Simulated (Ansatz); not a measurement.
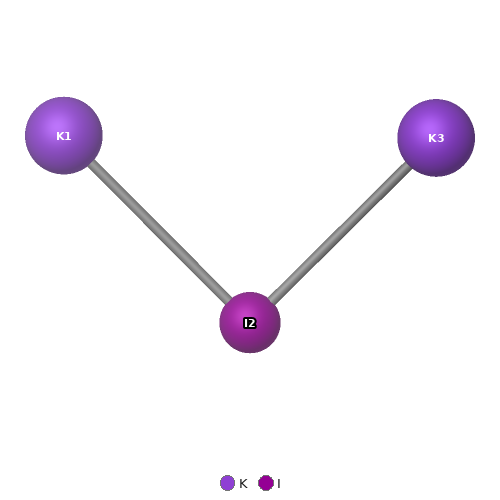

The system is K⁺ + IK; the picture shows the reference structure. 
- The first coordinate is: distance K1–I2; the second: distance I2–K3.
- Nothing is relaxed (the angle K1–I2–K3 is fixed at 90 degrees).
- Grid: 17 × 17 points; 153 points were computed and 136 follow by symmetry.
- Energies are in kcal/mol, from the lowest grid point.
- The D4 coefficients can switch as the alkali atoms part, which puts small steps into the map.
- Computed with RKS PBE0-D4/def2-SVPD (Ansatz).

Its coordinates:

```json
{"atom": "K", "x (Å)": "-3.2950", "y (Å)": "0.0000", "z (Å)": "0.0000"}
{"atom": "I", "x (Å)": "0.0000", "y (Å)": "0.0000", "z (Å)": "0.0000"}
{"atom": "K", "x (Å)": "0.0000", "y (Å)": "3.2950", "z (Å)": "0.0000"}
```

Range: distance K1–I2 from 2.736 to 4.736 Å; distance I2–K3 from 2.736 to 4.736 Å.

What will the energy surface look like?

The lowest grid point is at distance K1–I2 = 3.295 Å, distance I2–K3 = 3.295 Å. The highest grid point, distance K1–I2 = 4.736 Å, distance I2–K3 = 4.736 Å, lies 30.3 kcal/mol above the lowest.

```csv
"distance I2–K3 ↓, distance K1–I2 →",2.736,2.870,3.066,3.295,3.548,3.822,4.112,4.417,4.736
4.736,22.2,16.2,12.6,12.7,15.3,18.9,21.9,25.9,30.3
4.417,19.7,13.5,9.6,9.5,11.8,15.2,17.9,21.6,25.9
4.112,18.2,11.9,7.6,7.0,8.9,12.0,14.4,17.9,21.9
3.822,15.6,9.2,5.0,4.4,6.3,9.3,12.0,15.2,18.9
3.548,13.2,6.7,2.3,1.6,3.3,6.3,8.9,11.8,15.3
3.295,12.2,5.5,1.0,0.0,1.6,4.4,7.0,9.5,12.7
3.066,13.8,6.9,2.1,1.0,2.3,5.0,7.6,9.6,12.6
2.870,18.9,11.9,6.9,5.5,6.7,9.2,11.9,13.5,16.2
2.736,25.9,18.9,13.8,12.2,13.2,15.6,18.2,19.7,22.2
```

The table holds every second grid line.

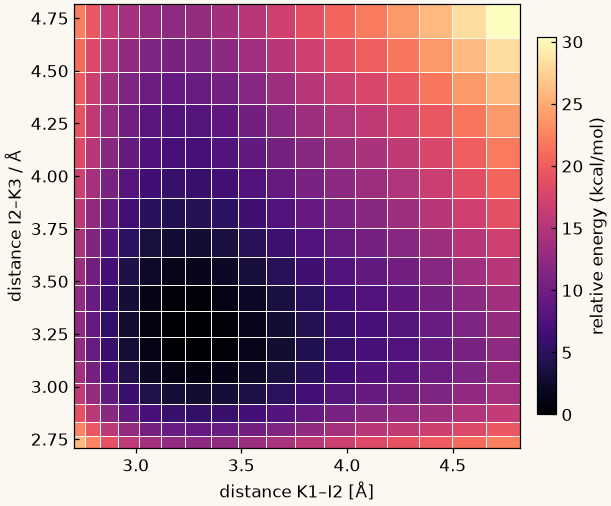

Drawn: one coloured cell a grid point.

Time for the 153 points that were run: 21 min on 1 thread of Arm Neoverse V2 (shared host).
